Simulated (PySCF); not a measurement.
```tsv
atom	x (Å)	y (Å)	z (Å)
C	-3.0281	0.4975	0.1964
N	-1.8145	-0.2718	0.2276
C	-1.8793	-1.6964	0.4049
C	-0.6152	0.3357	0.0134
P	-0.6885	2.0912	-0.2237
C	0.9396	2.6195	-0.3993
P	2.5017	1.8784	-0.4238
C	2.2186	0.1722	-0.2445
Si	3.7860	-0.9082	-0.2393
P	0.7821	-0.7622	-0.0242
H	-3.8803	-0.1418	0.4148
H	-3.1724	0.9592	-0.7875
H	-2.9897	1.3020	0.9392
H	-2.8984	-1.9940	0.6396
H	-1.2212	-2.0064	1.2242
H	-1.5520	-2.2218	-0.5003
H	0.9876	3.7005	-0.5344
H	3.4740	-2.1923	-0.8709
H	4.2001	-1.1461	1.1472
H	4.8448	-0.2048	-0.9626
```

Geometry: GFN2-xTB.

Theory: PBE0/pcSseg-1, SCF density, gas phase, non-relativistic in PySCF.

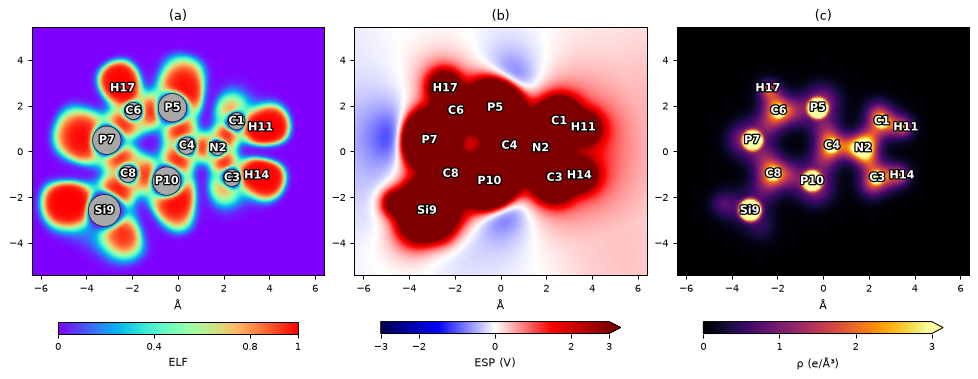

C$_{5}$H$_{10}$NP$_{3}$Si. (a) ELF; (b) electrostatic potential; (c) electron density on the plane of atoms N2, C4 and P5. Grey discs cover the atomic cores in the ELF map.

> Describe what can be read from this map.

The plane passes through C, N, P, Si and H nuclei. C–N (1.36 Å): ρ is about 2.3 e/Å³ halfway; the ELF peaks at about 0.90 between the atoms; localised, covalent bonding. C–P (1.72 Å): ρ is about 1.3 e/Å³ halfway; the ELF peaks at about 0.95 between the atoms (localised, covalent bonding). C–Si (1.90 Å): ρ is about 0.89 e/Å³ halfway; the ELF peaks at about 0.95 between the atoms, as expected for localised, covalent bonding. C–H (1.09 Å): the density is about 2 e/Å³ at the midpoint; the ELF climbs to about 1 towards the hydrogen, as it does in any bond to H: a covalent bond by its length. C–N (1.44 Å): ρ is about 2 e/Å³ halfway; the ELF peaks at about 0.95 between the atoms, as expected for a covalent bond. The ELF also peaks beside P10, P7 and P5, away from the bonds: lone-pair regions. Outside the dense part of the molecule the potential is most negative (−1.0 V) near P7.
